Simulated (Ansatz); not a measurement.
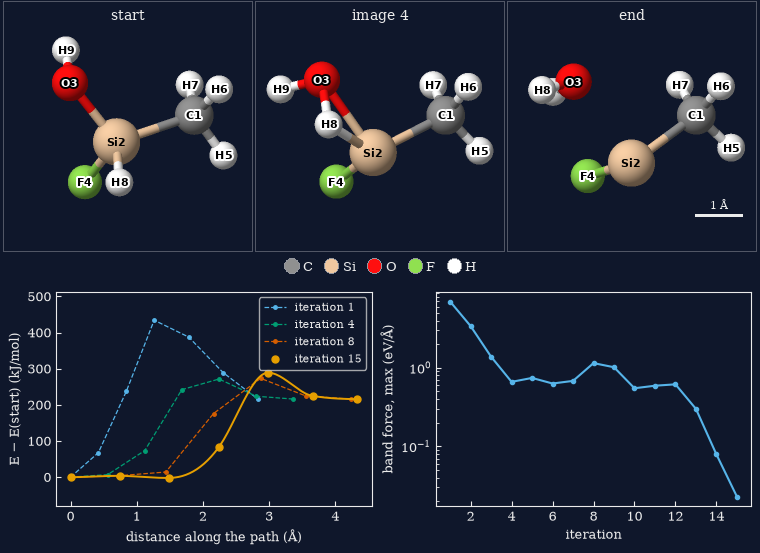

A search for the minimum-energy path of CH5FOSi by the nudged elastic band. Images are numbered from 0 (start) to 6 (end). The plot follows the band through its iterations. A ball-and-stick model, seen at a tilt.

Method: Ansatz 0.2.0, RKS PBE-D4/def2-SVP. Set-up: 5 movable images; climbing image; force threshold 0.05 eV/Å; iteration limit 60; starting path through a guess of the saddle point.

How did the profile develop, and is the result final?

Answer. The run is converged, with reservations. The band converged in 15 iterations. The largest component of the band force went from 7 to 0.023 eV/Å. The climbing image converged on the top of the path. Its vibrational analysis gives one imaginary mode (1217i cm⁻¹), as a transition state must have. The first iteration put the highest image at 434.3 kJ/mol. The highest point, image 4, lies 289.0 kJ/mol above the start and 72.9 kJ/mol above the end; the end is at +216.1 kJ/mol relative to the start. Image 2 lies below both ends, at −2.1 kJ/mol, which points to an intermediate minimum that so few images don't resolve.

Cost: 64 s on 2 threads of Intel(R) Xeon(R) Platinum 8488C (Sapphire Rapids), with other jobs on the host, peak memory 0.14 GiB.
